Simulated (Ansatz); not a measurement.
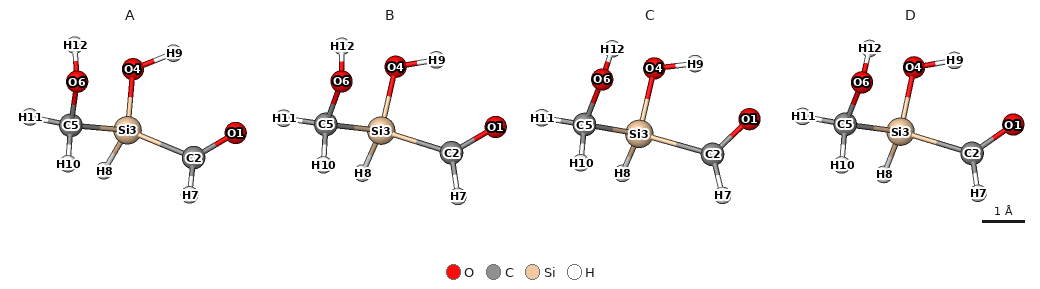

4 geometries from one relaxation of C2H6O3Si (coarse preliminary run), in shuffled order. Style: ball-and-stick. Shown at a tilt.

The start comes from a force field.

These are results of RKS PBE-D4/def2-SVP (Ansatz 0.2.0), not measurements. Settings: force threshold 0.03 eV/Å; at most 200 steps.

**Order the frames from highest to lowest energy.**

A, B, D, C. They are steps 0, 2, 3, 10, at +0.601 eV, +0.220 eV, +0.036 eV relative to the last. Over 10 geometry steps the energy falls by 0.601 eV. Largest force component: 3.1 eV/Å at the start, 0.02 eV/Å at the end. The largest move after the best rigid fit is that of H12, 0.52 Å. Largest moves by element: H 0.52 Å, O 0.38 Å, Si 0.22 Å, C 0.15 Å. Some distances before and after: C2–Si3 1.856 → 1.945 Å, O4–H9 1.042 → 0.987 Å, C5–H10 1.065 → 1.112 Å, C5–O6 1.457 → 1.422 Å. Among the angles between lasting bonds that change: C2–Si3–O4 115.5° → 99.0°, C5–Si3–H8 104.6° → 114.3°, Si3–C5–O6 117.0° → 107.6°. Cost: 17 s on 4 threads of Arm Neoverse V1, with other jobs on the host.
